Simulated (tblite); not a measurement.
# Geometry relaxation of BN2H4BrF (charge −1) (part 2 of 2)

BN2H4BrF, charge −1; GFN2-xTB geometry optimisation, gas phase (tblite 0.8.0). 

Geometry of the input (Å):
```
N  1.1797  -0.3292  0.4346
B  0.0325  0.3640  -0.0964
N  -1.2095  -0.2219  -0.2732
Br 0.2672  2.2562  -0.5607
H  2.0528  0.1284  0.5731
H  1.1407  -1.2991  0.6997
H  -1.9990  0.3245  -0.6590
H  -1.4349  -1.1701  -0.0653
F  0.5897  0.3020  -1.4533
```

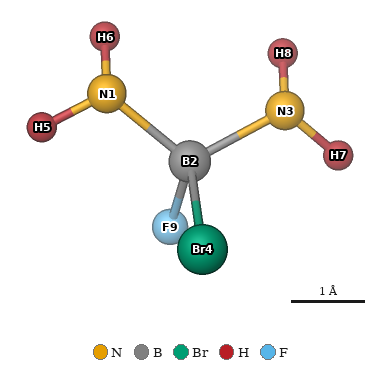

Fig. 1: The geometry at step 40 of the log (ball-and-stick view, seen at a tilt; atoms are numbered from 1 in the order of the input).

## Trajectory as extended XYZ, continued
```
9
Properties=species:S:1:pos:R:3:forces:R:3 step=28 energy=-497.32226
N     1.1197   -0.2194    0.6451    0.0080   0.0110  -0.0300
B     0.1443    0.3282   -0.3572   -0.0540  -0.0210   0.0860
N    -1.2702   -0.1131   -0.1080   -0.0290  -0.0070  -0.0180
Br    0.1923    2.3723   -0.1835   -0.0140   0.0350   0.0080
H     2.0699    0.0495    0.4200    0.0340  -0.0740   0.0310
H     1.0917   -1.2250    0.7592   -0.0120   0.0700  -0.0370
H    -1.9018    0.2157   -0.8294    0.0000  -0.0400   0.0170
H    -1.3787   -1.1168   -0.0333    0.0180   0.0460   0.0050
F     0.5518    0.0633   -1.7135    0.0480  -0.0200  -0.0620
9
Properties=species:S:1:pos:R:3:forces:R:3 step=29 energy=-497.32304
N     1.1200   -0.2184    0.6421    0.0090   0.0150  -0.0230
B     0.1424    0.3294   -0.3578    0.0140  -0.0300   0.0600
N    -1.2699   -0.1129   -0.1103   -0.0340   0.0100  -0.0120
Br    0.1914    2.3760   -0.1755   -0.0180   0.0030  -0.0080
H     2.0712    0.0426    0.4129    0.0340  -0.0560   0.0240
H     1.0887   -1.2223    0.7667   -0.0290   0.0560  -0.0420
H    -1.8988    0.2093   -0.8363   -0.0180  -0.0340   0.0060
H    -1.3793   -1.1151   -0.0252    0.0220   0.0290   0.0040
F     0.5533    0.0661   -1.7172    0.0210   0.0070  -0.0090
9
Properties=species:S:1:pos:R:3:forces:R:3 step=30 energy=-497.32349
N     1.1206   -0.2170    0.6403    0.0140   0.0090  -0.0070
B     0.1412    0.3297   -0.3567    0.0460  -0.0100   0.0140
N    -1.2705   -0.1123   -0.1114   -0.0260   0.0110  -0.0030
Br    0.1907    2.3779   -0.1704   -0.0200  -0.0110  -0.0170
H     2.0728    0.0373    0.4081    0.0300  -0.0400   0.0170
H     1.0862   -1.2196    0.7706   -0.0380   0.0330  -0.0370
H    -1.8968    0.2044   -0.8415   -0.0280  -0.0260  -0.0030
H    -1.3789   -1.1136   -0.0204    0.0180   0.0120   0.0070
F     0.5539    0.0677   -1.7190    0.0030   0.0210   0.0280
9
Properties=species:S:1:pos:R:3:forces:R:3 step=31 energy=-497.32385
N     1.1216   -0.2156    0.6384    0.0180   0.0000   0.0130
B     0.1407    0.3299   -0.3555    0.0480   0.0190  -0.0290
N    -1.2714   -0.1114   -0.1126   -0.0090   0.0070   0.0070
Br    0.1900    2.3791   -0.1659   -0.0210  -0.0120  -0.0220
H     2.0746    0.0318    0.4031    0.0290  -0.0260   0.0100
H     1.0829   -1.2167    0.7743   -0.0430   0.0060  -0.0280
H    -1.8953    0.1992   -0.8471   -0.0290  -0.0200  -0.0070
H    -1.3782   -1.1121   -0.0153    0.0130   0.0000   0.0090
F     0.5542    0.0704   -1.7198   -0.0070   0.0250   0.0470
9
Properties=species:S:1:pos:R:3:forces:R:3 step=32 energy=-497.32428
N     1.1233   -0.2141    0.6360    0.0200  -0.0070   0.0330
B     0.1410    0.3305   -0.3549    0.0310   0.0480  -0.0610
N    -1.2723   -0.1103   -0.1145    0.0140   0.0020   0.0140
Br    0.1886    2.3803   -0.1607   -0.0210  -0.0060  -0.0240
H     2.0775    0.0240    0.3964    0.0240  -0.0140   0.0030
H     1.0778   -1.2132    0.7794   -0.0440  -0.0240  -0.0190
H    -1.8940    0.1918   -0.8544   -0.0220  -0.0160  -0.0060
H    -1.3776   -1.1100   -0.0078    0.0090  -0.0070   0.0100
F     0.5549    0.0757   -1.7201   -0.0120   0.0230   0.0500
9
Properties=species:S:1:pos:R:3:forces:R:3 step=33 energy=-497.32482
N     1.1258   -0.2126    0.6328    0.0140  -0.0110   0.0490
B     0.1421    0.3320   -0.3554    0.0010   0.0670  -0.0700
N    -1.2729   -0.1091   -0.1176    0.0400  -0.0040   0.0190
Br    0.1861    2.3820   -0.1546   -0.0200   0.0070  -0.0240
H     2.0817    0.0132    0.3883    0.0140  -0.0060  -0.0040
H     1.0702   -1.2091    0.7862   -0.0410  -0.0480  -0.0110
H    -1.8930    0.1817   -0.8635   -0.0060  -0.0140   0.0000
H    -1.3771   -1.1074    0.0032    0.0090  -0.0070   0.0080
F     0.5563    0.0841   -1.7200   -0.0120   0.0160   0.0340
9
Properties=species:S:1:pos:R:3:forces:R:3 step=34 energy=-497.32536
N     1.1285   -0.2115    0.6299    0.0000  -0.0080   0.0490
B     0.1436    0.3347   -0.3575   -0.0220   0.0610  -0.0410
N    -1.2725   -0.1083   -0.1209    0.0540  -0.0040   0.0170
Br    0.1827    2.3841   -0.1496   -0.0170   0.0190  -0.0230
H     2.0864    0.0014    0.3811   -0.0050  -0.0030  -0.0100
H     1.0614   -1.2056    0.7926   -0.0350  -0.0560  -0.0070
H    -1.8929    0.1712   -0.8714    0.0160  -0.0120   0.0100
H    -1.3766   -1.1047    0.0150    0.0160  -0.0040   0.0050
F     0.5585    0.0935   -1.7198   -0.0070   0.0070   0.0020
9
Properties=species:S:1:pos:R:3:forces:R:3 step=35 energy=-497.32576
N     1.1301   -0.2112    0.6287   -0.0230   0.0000   0.0340
B     0.1450    0.3376   -0.3599   -0.0240   0.0340   0.0030
N    -1.2711   -0.1082   -0.1231    0.0540   0.0020   0.0170
Br    0.1795    2.3860   -0.1482   -0.0140   0.0240  -0.0210
H     2.0897   -0.0063    0.3787   -0.0190  -0.0040  -0.0140
H     1.0549   -1.2044    0.7948   -0.0290  -0.0470  -0.0090
H    -1.8938    0.1648   -0.8741    0.0280  -0.0060   0.0100
H    -1.3760   -1.1031    0.0222    0.0260  -0.0050   0.0050
F     0.5608    0.0995   -1.7196   -0.0010   0.0020  -0.0250
9
Properties=species:S:1:pos:R:3:forces:R:3 step=36 energy=-497.32610
N     1.1308   -0.2111    0.6291   -0.0270   0.0020   0.0090
B     0.1458    0.3405   -0.3613   -0.0110   0.0020   0.0370
N    -1.2693   -0.1080   -0.1238    0.0280   0.0090   0.0020
Br    0.1769    2.3878   -0.1485   -0.0100   0.0240  -0.0200
H     2.0918   -0.0111    0.3778   -0.0450  -0.0120  -0.0090
H     1.0498   -1.2046    0.7948   -0.0200  -0.0200  -0.0140
H    -1.8942    0.1609   -0.8750    0.0430  -0.0040   0.0210
H    -1.3746   -1.1022    0.0262    0.0360  -0.0060   0.0070
F     0.5621    0.1026   -1.7198    0.0040   0.0040  -0.0340
9
Properties=species:S:1:pos:R:3:forces:R:3 step=37 energy=-497.32644
N     1.1302   -0.2117    0.6309   -0.0550   0.0050  -0.0110
B     0.1467    0.3432   -0.3622    0.0100  -0.0310   0.0550
N    -1.2665   -0.1083   -0.1234    0.0150   0.0050   0.0210
Br    0.1741    2.3892   -0.1534   -0.0040   0.0190  -0.0140
H     2.0919   -0.0125    0.3825   -0.0350  -0.0100  -0.0130
H     1.0466   -1.2066    0.7894   -0.0130   0.0030  -0.0150
H    -1.8956    0.1613   -0.8697    0.0290   0.0130  -0.0050
H    -1.3723   -1.1024    0.0255    0.0460  -0.0110   0.0120
F     0.5640    0.1024   -1.7201    0.0080   0.0070  -0.0300
9
Properties=species:S:1:pos:R:3:forces:R:3 step=38 energy=-497.32677
N     1.1294   -0.2112    0.6328   -0.0180  -0.0150  -0.0370
B     0.1470    0.3464   -0.3611    0.0260  -0.0470   0.0440
N    -1.2643   -0.1075   -0.1222   -0.0430  -0.0030  -0.0140
Br    0.1718    2.3917   -0.1540    0.0010   0.0120  -0.0130
H     2.0923   -0.0167    0.3801   -0.0760  -0.0220   0.0040
H     1.0408   -1.2075    0.7878   -0.0020   0.0500  -0.0190
H    -1.8935    0.1579   -0.8715    0.0510   0.0070   0.0270
H    -1.3681   -1.1020    0.0281    0.0500   0.0030   0.0140
F     0.5638    0.1037   -1.7205    0.0100   0.0150  -0.0070
9
Properties=species:S:1:pos:R:3:forces:R:3 step=39 energy=-497.32715
N     1.1279   -0.2113    0.6342   -0.0210  -0.0200  -0.0350
B     0.1474    0.3478   -0.3597    0.0260  -0.0410   0.0150
N    -1.2626   -0.1073   -0.1208   -0.0460  -0.0130   0.0020
Br    0.1701    2.3934   -0.1575    0.0060   0.0050  -0.0080
H     2.0905   -0.0185    0.3818   -0.0490  -0.0120   0.0010
H     1.0378   -1.2085    0.7835   -0.0020   0.0490  -0.0120
H    -1.8922    0.1579   -0.8690    0.0320   0.0150   0.0080
H    -1.3642   -1.1023    0.0277    0.0460   0.0020   0.0160
F     0.5643    0.1035   -1.7207    0.0090   0.0170   0.0130
9
Properties=species:S:1:pos:R:3:forces:R:3 step=40 energy=-497.32764
N     1.1264   -0.2109    0.6337   -0.0020  -0.0300  -0.0180
B     0.1480    0.3499   -0.3579    0.0060  -0.0120  -0.0350
N    -1.2610   -0.1065   -0.1205   -0.0400  -0.0320   0.0120
Br    0.1672    2.3969   -0.1566    0.0110  -0.0010  -0.0020
H     2.0887   -0.0273    0.3758   -0.0210   0.0000   0.0020
H     1.0295   -1.2069    0.7844   -0.0040   0.0340  -0.0020
H    -1.8871    0.1515   -0.8735    0.0140   0.0100   0.0010
H    -1.3576   -1.1012    0.0352    0.0310   0.0160   0.0080
F     0.5651    0.1091   -1.7211    0.0060   0.0140   0.0330
9
Properties=species:S:1:pos:R:3:forces:R:3 step=41 energy=-497.32788
N     1.1260   -0.2106    0.6319    0.0070  -0.0170  -0.0060
B     0.1483    0.3514   -0.3578   -0.0120   0.0050  -0.0420
N    -1.2605   -0.1062   -0.1210   -0.0250  -0.0110   0.0030
Br    0.1652    2.3995   -0.1537    0.0120  -0.0010   0.0010
H     2.0881   -0.0357    0.3690   -0.0030   0.0080   0.0010
H     1.0225   -1.2044    0.7880   -0.0070   0.0050   0.0070
H    -1.8830    0.1447   -0.8795    0.0070  -0.0010   0.0070
H    -1.3533   -1.0995    0.0434    0.0160   0.0040   0.0030
F     0.5658    0.1155   -1.7209    0.0050   0.0080   0.0250
9
Properties=species:S:1:pos:R:3:forces:R:3 step=42 energy=-497.32798
N     1.1263   -0.2105    0.6296    0.0040  -0.0150   0.0010
B     0.1485    0.3526   -0.3590   -0.0150   0.0090  -0.0250
N    -1.2603   -0.1060   -0.1227   -0.0060  -0.0150   0.0100
Br    0.1637    2.4014   -0.1498    0.0110   0.0010   0.0020
H     2.0884   -0.0430    0.3624    0.0010   0.0070   0.0010
H     1.0167   -1.2022    0.7934   -0.0040   0.0030   0.0050
H    -1.8801    0.1381   -0.8852   -0.0040  -0.0090   0.0040
H    -1.3512   -1.0979    0.0519    0.0090   0.0160  -0.0080
F     0.5670    0.1222   -1.7210    0.0030   0.0020   0.0100
9
Properties=species:S:1:pos:R:3:forces:R:3 step=43 energy=-497.32801
N     1.1264   -0.2107    0.6291   -0.0010   0.0050  -0.0040
B     0.1482    0.3530   -0.3597   -0.0090   0.0040  -0.0020
N    -1.2605   -0.1061   -0.1227    0.0000   0.0160  -0.0030
Br    0.1638    2.4018   -0.1491    0.0100   0.0020   0.0020
H     2.0885   -0.0444    0.3612    0.0030   0.0070   0.0010
H     1.0157   -1.2016    0.7943   -0.0060  -0.0130   0.0070
H    -1.8795    0.1366   -0.8863   -0.0050  -0.0110   0.0070
H    -1.3505   -1.0973    0.0531    0.0050  -0.0100  -0.0040
F     0.5671    0.1234   -1.7204    0.0030   0.0000  -0.0040
9
Properties=species:S:1:pos:R:3:forces:R:3 step=44 energy=-497.32802
N     1.1265   -0.2107    0.6287   -0.0040   0.0010  -0.0040
B     0.1481    0.3532   -0.3600   -0.0020   0.0020   0.0030
N    -1.2605   -0.1061   -0.1230    0.0010   0.0060   0.0020
Br    0.1639    2.4020   -0.1485    0.0100   0.0020   0.0020
H     2.0887   -0.0449    0.3605   -0.0010   0.0040   0.0010
H     1.0151   -1.2015    0.7953   -0.0030  -0.0030   0.0040
H    -1.8794    0.1357   -0.8868   -0.0080  -0.0100   0.0030
H    -1.3504   -1.0972    0.0540    0.0060  -0.0010  -0.0060
F     0.5673    0.1241   -1.7206    0.0010   0.0000  -0.0050
9
Properties=species:S:1:pos:R:3:forces:R:3 step=45 energy=-497.32804
N     1.1264   -0.2108    0.6285   -0.0060  -0.0010  -0.0040
B     0.1478    0.3533   -0.3602    0.0060  -0.0010   0.0060
N    -1.2606   -0.1059   -0.1229    0.0010  -0.0010   0.0040
Br    0.1644    2.4021   -0.1484    0.0090   0.0010   0.0010
H     2.0886   -0.0445    0.3605   -0.0040   0.0010   0.0020
H     1.0150   -1.2017    0.7956   -0.0010   0.0050   0.0010
H    -1.8797    0.1354   -0.8866   -0.0110  -0.0060  -0.0010
H    -1.3502   -1.0972    0.0537    0.0070   0.0020  -0.0050
F     0.5674    0.1241   -1.7207   -0.0010   0.0010  -0.0050
9
Properties=species:S:1:pos:R:3:forces:R:3 step=46 energy=-497.32806
N     1.1261   -0.2110    0.6282   -0.0060  -0.0020  -0.0020
B     0.1475    0.3536   -0.3603    0.0130  -0.0020   0.0070
N    -1.2608   -0.1056   -0.1225    0.0000  -0.0080   0.0020
Br    0.1654    2.4022   -0.1485    0.0070   0.0000   0.0010
H     2.0884   -0.0439    0.3609   -0.0070  -0.0030   0.0030
H     1.0147   -1.2020    0.7957    0.0010   0.0120  -0.0020
H    -1.8803    0.1348   -0.8861   -0.0120  -0.0010  -0.0040
H    -1.3493   -1.0973    0.0529    0.0080   0.0030  -0.0010
F     0.5675    0.1240   -1.7209   -0.0050   0.0020  -0.0040
9
Properties=species:S:1:pos:R:3:forces:R:3 step=47 energy=-497.32808
N     1.1256   -0.2112    0.6280   -0.0040   0.0000   0.0020
B     0.1474    0.3539   -0.3604    0.0120  -0.0020   0.0040
N    -1.2609   -0.1054   -0.1221    0.0010  -0.0110  -0.0020
Br    0.1665    2.4024   -0.1487    0.0060  -0.0010   0.0010
H     2.0879   -0.0435    0.3613   -0.0060  -0.0050   0.0030
H     1.0142   -1.2021    0.7956    0.0030   0.0120  -0.0030
H    -1.8810    0.1341   -0.8855   -0.0100   0.0030  -0.0050
H    -1.3480   -1.0974    0.0522    0.0070   0.0020   0.0020
F     0.5675    0.1239   -1.7210   -0.0080   0.0020  -0.0020
9
Properties=species:S:1:pos:R:3:forces:R:3 step=48 energy=-497.32810
N     1.1251   -0.2112    0.6278   -0.0010   0.0030   0.0060
B     0.1475    0.3541   -0.3605    0.0040   0.0000  -0.0010
N    -1.2610   -0.1053   -0.1218    0.0020  -0.0080  -0.0070
Br    0.1673    2.4027   -0.1489    0.0060  -0.0020   0.0010
H     2.0875   -0.0435    0.3617   -0.0030  -0.0040   0.0030
H     1.0136   -1.2020    0.7955    0.0020   0.0070  -0.0020
H    -1.8817    0.1333   -0.8851   -0.0050   0.0050  -0.0020
H    -1.3467   -1.0975    0.0520    0.0050  -0.0010   0.0040
F     0.5675    0.1242   -1.7212   -0.0090   0.0020  -0.0010
9
Properties=species:S:1:pos:R:3:forces:R:3 step=49 energy=-497.32811
N     1.1248   -0.2112    0.6277    0.0010   0.0050   0.0070
B     0.1477    0.3543   -0.3606   -0.0040   0.0020  -0.0040
N    -1.2609   -0.1053   -0.1219    0.0030  -0.0040  -0.0090
Br    0.1680    2.4028   -0.1489    0.0050  -0.0020   0.0010
H     2.0872   -0.0438    0.3619    0.0010  -0.0030   0.0020
H     1.0130   -1.2018    0.7955    0.0010   0.0010   0.0000
H    -1.8823    0.1328   -0.8849   -0.0010   0.0040   0.0000
H    -1.3457   -1.0976    0.0521    0.0030  -0.0040   0.0040
F     0.5674    0.1245   -1.7214   -0.0080   0.0010  -0.0010
9
Properties=species:S:1:pos:R:3:forces:R:3 step=50 energy=-497.32812
N     1.1245   -0.2111    0.6276    0.0020   0.0060   0.0060
B     0.1478    0.3545   -0.3608   -0.0100   0.0020  -0.0050
N    -1.2608   -0.1055   -0.1222    0.0030   0.0000  -0.0090
Br    0.1686    2.4029   -0.1487    0.0040  -0.0010   0.0010
H     2.0871   -0.0442    0.3621    0.0040  -0.0010   0.0010
H     1.0125   -1.2015    0.7956   -0.0010  -0.0030   0.0010
H    -1.8829    0.1323   -0.8849    0.0030   0.0020   0.0030
H    -1.3449   -1.0976    0.0524    0.0000  -0.0050   0.0020
F     0.5672    0.1249   -1.7217   -0.0050   0.0010  -0.0010
9
Properties=species:S:1:pos:R:3:forces:R:3 step=51 energy=-497.32813
N     1.1243   -0.2109    0.6277    0.0020   0.0040   0.0030
B     0.1477    0.3547   -0.3611   -0.0090   0.0020  -0.0040
N    -1.2607   -0.1058   -0.1227    0.0020   0.0020  -0.0040
Br    0.1693    2.4029   -0.1484    0.0020   0.0000   0.0010
H     2.0870   -0.0445    0.3621    0.0040   0.0000   0.0010
H     1.0123   -1.2012    0.7959   -0.0020  -0.0040   0.0010
H    -1.8833    0.1319   -0.8849    0.0050   0.0000   0.0030
H    -1.3443   -1.0978    0.0528   -0.0010  -0.0040   0.0010
F     0.5668    0.1253   -1.7220   -0.0030   0.0000  -0.0010
9
Properties=species:S:1:pos:R:3:forces:R:3 step=52 energy=-497.32813
N     1.1243   -0.2107    0.6278    0.0010   0.0020   0.0000
B     0.1476    0.3547   -0.3612   -0.0040   0.0000  -0.0010
N    -1.2606   -0.1059   -0.1229    0.0000   0.0010   0.0000
Br    0.1697    2.4029   -0.1482    0.0010   0.0000   0.0000
H     2.0870   -0.0446    0.3621    0.0020   0.0010   0.0010
H     1.0122   -1.2012    0.7962   -0.0020  -0.0010   0.0000
H    -1.8834    0.1318   -0.8850    0.0040  -0.0010   0.0020
H    -1.3442   -1.0978    0.0529   -0.0020  -0.0020   0.0000
F     0.5665    0.1254   -1.7221   -0.0010   0.0000  -0.0010
```

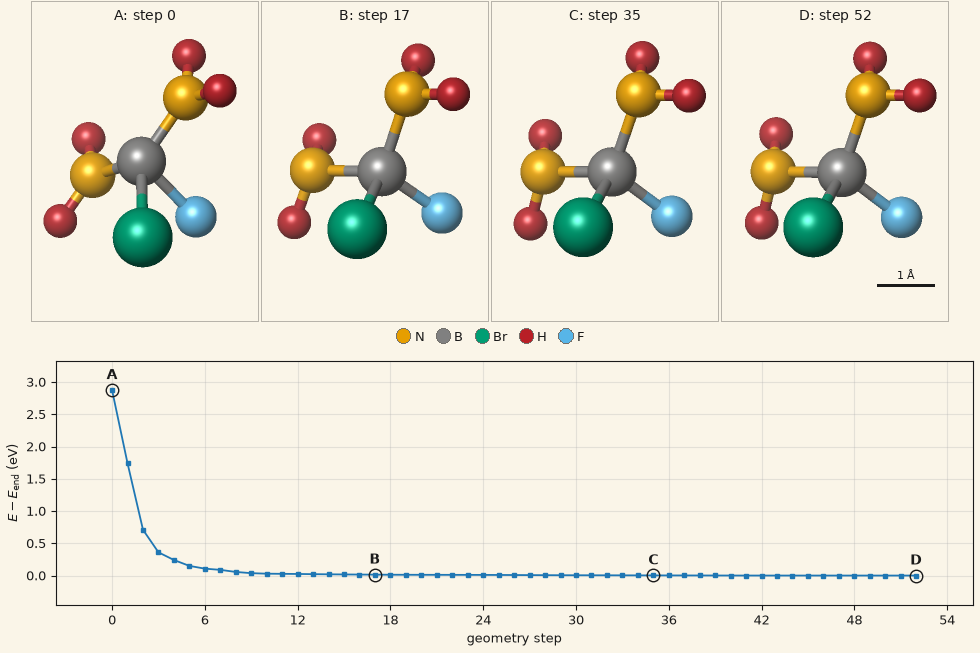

Fig. 2: Frames of the relaxation (ball-and-stick view, seen at a tilt) above the curves, on which the letters mark them (steps are counted from 0).

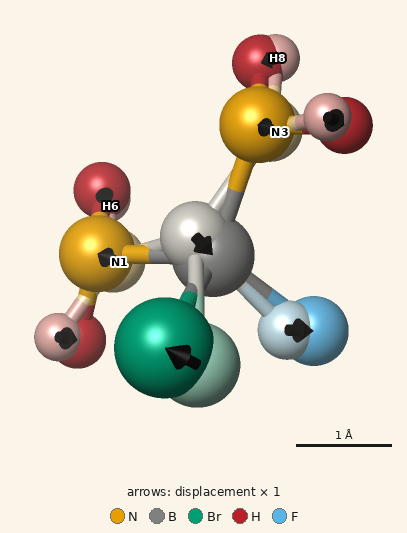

Fig. 3: Start (faint) and end (solid) with the displacements as black arrows, at true length (ball-and-stick view, seen at a tilt). The two geometries are laid on each other by the best rigid fit. The energy falls by 2.874 eV in 52 geometry steps. The largest force component goes from 5.5 to 0.004 eV/Å. Br4 moves most after the best rigid fit: 0.45 Å. By element the largest moves are Br 0.45 Å, F 0.32 Å, H 0.31 Å, B 0.29 Å, N 0.23 Å. Among the contacts that change: B2–N3 1.385 → 1.501 Å, B2–Br4 1.962 → 2.059 Å, N1–B2 1.442 → 1.501 Å, B2–F9 1.468 → 1.442 Å. Among the angles that change: Br4–B2–F9 77.1° → 104.6°, N1–B2–F9 91.0° → 111.9°, N3–B2–Br4 119.0° → 107.4°. (Atoms are counted from 1 in the order of the input.)
